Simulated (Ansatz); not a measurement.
# C2H9BOSi: what the fields show

```json
{"atom": "C", "x (Å)": "-1.8287", "y (Å)": "-0.9380", "z (Å)": "1.2120"}
{"atom": "B", "x (Å)": "-0.2720", "y (Å)": "-0.8445", "z (Å)": "1.2516"}
{"atom": "C", "x (Å)": "0.6154", "y (Å)": "-0.0252", "z (Å)": "0.2612"}
{"atom": "O", "x (Å)": "-0.1093", "y (Å)": "0.7313", "z (Å)": "-0.7883"}
{"atom": "Si", "x (Å)": "0.7088", "y (Å)": "1.9090", "z (Å)": "-2.1728"}
{"atom": "H", "x (Å)": "-2.2279", "y (Å)": "-0.5909", "z (Å)": "2.1789"}
{"atom": "H", "x (Å)": "-2.1383", "y (Å)": "-1.9926", "z (Å)": "1.1464"}
{"atom": "H", "x (Å)": "-2.3499", "y (Å)": "-0.3791", "z (Å)": "0.4242"}
{"atom": "H", "x (Å)": "0.3313", "y (Å)": "-1.4423", "z (Å)": "2.1004"}
{"atom": "H", "x (Å)": "1.2046", "y (Å)": "0.7357", "z (Å)": "0.7953"}
{"atom": "H", "x (Å)": "1.3495", "y (Å)": "-0.6635", "z (Å)": "-0.2579"}
{"atom": "H", "x (Å)": "1.8479", "y (Å)": "0.8564", "z (Å)": "-2.3954"}
{"atom": "H", "x (Å)": "1.5136", "y (Å)": "2.6388", "z (Å)": "-1.0507"}
{"atom": "H", "x (Å)": "-1.0258", "y (Å)": "0.4443", "z (Å)": "-0.9361"}
```

The calculation used Ansatz, UKS r2SCAN-D4/6-31G.

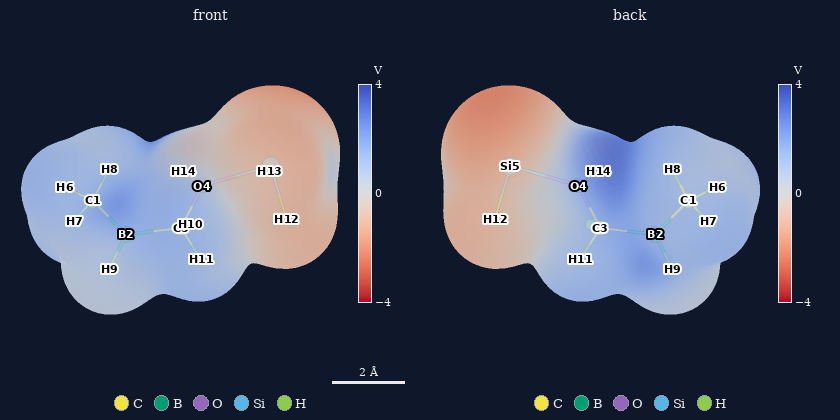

Figure 1. The electrostatic potential painted on the density surface at 0.002 e/bohr³, seen from the front and from behind; the colour scale runs from red (negative) to blue (positive).

Which sites attract a positive test charge, and which a negative one?

Answer. A positive charge is drawn to the negative regions and a negative charge to the positive ones. The most negative region (about −2.2 V, or −51 kcal/mol for a unit charge) lies over H13, the most positive (about +3.2 V, or +74 kcal/mol for a unit charge) over H14.

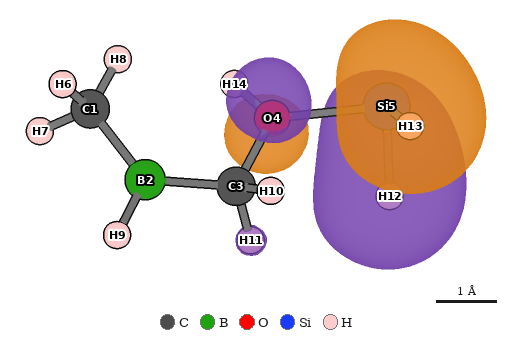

Figure 2. The HOMO−1 at ±0.08 Å⁻³ᐟ² (orange and purple are the two phases), seen at a tilt.

Where does this orbital lie, and at what energy?

Answer. Its weight (Hirshfeld) is mainly on Si5 (about 35 %), H12 (about 25 %), H13 (about 25 %) and O4 (about 10 %). Its energy is −6.76 eV.

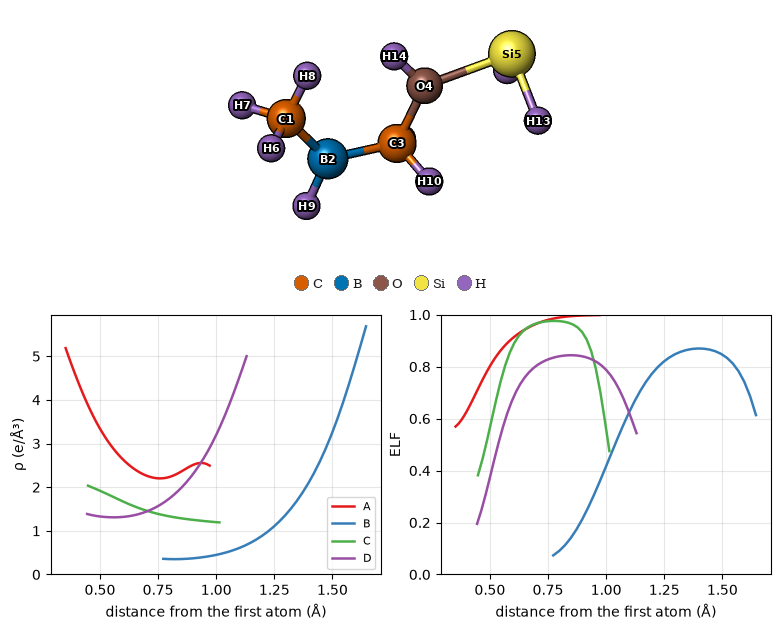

Figure 3. Electron density and electron localisation function along straight lines between neighbouring atoms. The curves leave out the atomic cores. The structure is drawn too.

Which curve belongs to which contact (C–B, C–O, O–H and Si–O)? The first atom named is at distance zero.

Answer. Curve A: O–H (0.97 Å): ρ is about 3.5 e/Å³ halfway; the ELF climbs to about 1 towards the hydrogen, as it does in any bond to H: an ordinary covalent bond to hydrogen. Curve B: Si–O (1.99 Å): ρ at the midpoint is about 0.45 e/Å³, with its minimum of 0.35 e/Å³ about 0.8 Å from Si; the ELF peaks at about 0.85 in the valence shell of O, 0.6 Å from its nucleus, and is about 0.40 at the midpoint. Curve C: C–B (1.56 Å): ρ is about 1.4 e/Å³ halfway; the ELF peaks at about 1 between the atoms: a shared electron pair. Curve D: C–O (1.48 Å): the density is about 1.5 e/Å³ at the midpoint, with its minimum of 1.3 e/Å³ about 0.6 Å from C; the ELF peaks at about 0.85 between the atoms, as expected for a shared but strongly polarised pair.
